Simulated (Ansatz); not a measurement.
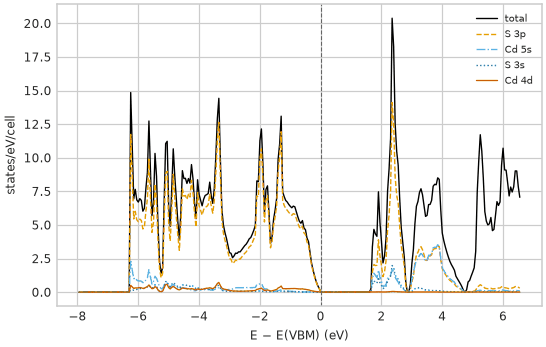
Total and projected density of states of CdS2 in space group Pa-3 (No. 205; Cd on 4a, S on 8c), r²SCAN (plane waves, PAW; program Ansatz)

Task: Which orbitals carry the states next to the gap?

Result: Top 1 eV of the valence band: S 3p 92 %. Bottom 1 eV of the conduction band: S 3p 62 %, Cd 5s 14 %, S 3s 12 %, outside the projected shells 12 %. Projections are on Löwdin-orthogonalised atomic valence shells; empty p or d shells of many metals are not among them.

Task: Where is the tallest occupied peak in this window, and what makes it?

Result: Near -6.2 eV, about 15 states/eV per cell; the largest projected share is S 3p.

The first step of the workflow began from a Materials Project structure, measured or hypothetical; the Crystallography Open Database copy checked does not list it. Whether it is the stable phase at ambient conditions was not checked. The cell was relaxed with r²SCAN under the symmetry of its start; its stability against distortions is not shown here. Spin–orbit coupling is left out wherever it is not named.

Potentials: the later of the program's two PAW sets.
